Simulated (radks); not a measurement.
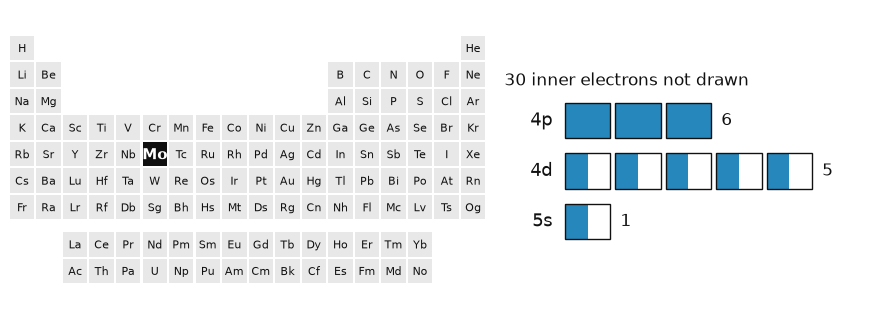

Fig. 1: Left, the place of molybdenum in the periodic table; right, the outer shells as the input fills them: a box for each of the 2l + 1 orbitals, shaded by the share of the shell that is filled, with the electron count at the right.

Run report: Mo, atomic calculation

- system: atomic molybdenum (Mo) in the configuration [Kr] 4d5 5s1 (open shells shared over both j by 2j + 1).
- method: Dirac Kohn-Sham, BLYP, spin-unpolarised, spherical densities, point nucleus (the in-house radial solver radks)

### Input
```
Z 42
configuration [Kr] 4d5 5s1
relativity Dirac
functional b88,lyp
spin unpolarised
j_filling average
nucleus point
c 137.035999084
```

Energies in input and log are in hartree, lengths in bohr.

Hardware: 1 CPU thread, shared host.

### Output
```
1s1/2   1   2.0000        -728.25694600
2s1/2   1   2.0000        -102.83152048
2p1/2   1   2.0000         -94.61032914
2p3/2   1   4.0000         -90.69186279
3s1/2   1   2.0000         -17.49065846
3p1/2   1   2.0000         -14.36314463
3p3/2   1   4.0000         -13.71805649
3d3/2   1   4.0000          -8.18608909
3d5/2   1   6.0000          -8.06394741
4s1/2   1   2.0000          -2.35977430
4p1/2   1   2.0000          -1.47164496
4p3/2   1   4.0000          -1.37962002
4d3/2   1   2.0000          -0.13809205
4d5/2   1   3.0000          -0.13060696
5s1/2   1   1.0000          -0.14890100
Etot -4049.735644174721
Ekin 4199.523522652582
Encl -9784.106690530703
Eh 1659.0660761456484
Exc -124.21855244224793
err 2.3071647730968875e-10
it 15
```

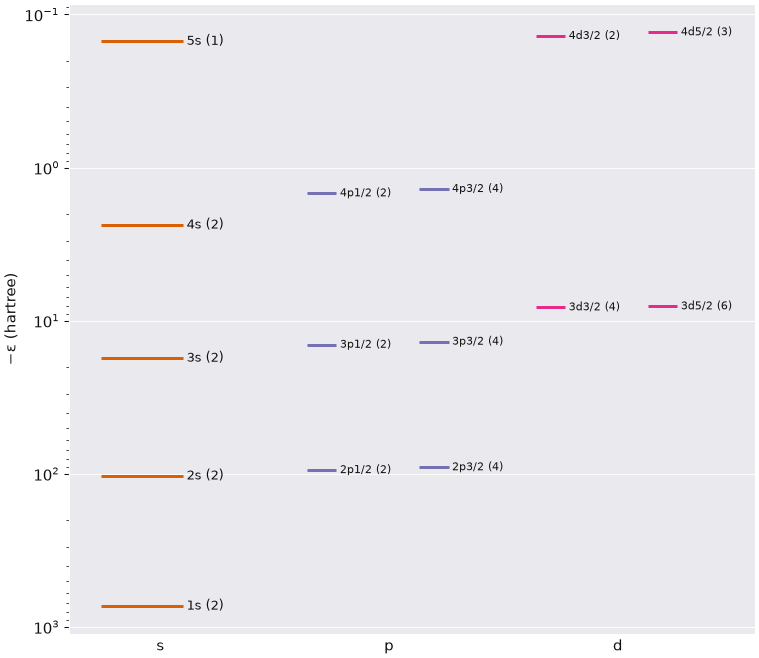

Fig. 2: All occupied levels, on a logarithmic scale of binding energy, are drawn by angular momentum (occupations in brackets, the lower j at the left of each column). The highest occupied level is 4d5/2 at −0.131 hartree. The highest 5 occupied levels, from the top down, are 4d5/2 (−0.131 hartree), 4d3/2 (−0.138 hartree), 5s (−0.149 hartree), 4p3/2 (−1.38 hartree), 4p1/2 (−1.47 hartree). Spin-orbit splittings: 4d 0.00749 hartree, 4p 0.0920 hartree, 3d 0.122 hartree, 3p 0.645 hartree.

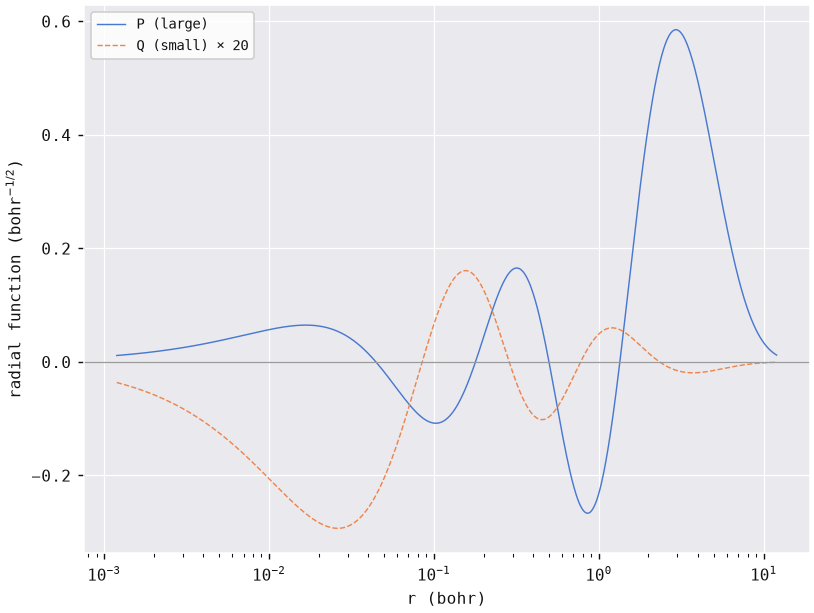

Fig. 3: The large and small radial components of one occupied spinor. It is 5s1/2. The spinor has κ = −1: the large component has l = 0 and 4 radial nodes (r = 0.0445, 0.179, 0.499 and 1.34 bohr), the small one has l = 1. The small component carries 0.0029 % of the norm; ⟨r⟩ = 3.60 bohr and the eigenvalue is −4.05 eV. The nodes of P give n − l − 1 and its extent picks the shell; Q has as many nodes as P for κ < 0 and one more for κ > 0.

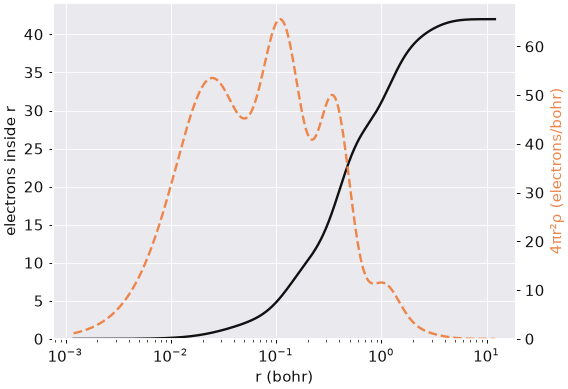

Fig. 4: The number of electrons inside radius r (solid) and the radial density 4πr²ρ (dashed). The count levels off at 42 electrons. Half of them lie within 0.433 bohr, 90 % within 1.80 bohr and 99 % within 4.37 bohr. The radial density has minima at 0.0500, 0.220 and 0.848 bohr, where the count stands at 2.1, 11.1 and 29.3; these part the shells that the density resolves.

### Key numbers

| quantity | value |
| --- | --- |
| outcome | converged |
| total energy | −4049.7356 hartree |
| kinetic energy | 4199.5235 hartree |
| electron–nucleus energy | −9784.1067 hartree |
| Hartree energy | 1659.0661 hartree |
| exchange–correlation energy | −124.218552 hartree |
| radius at density 0.001 e/bohr³ | 4.72 bohr |
| SCF iterations | 15 |
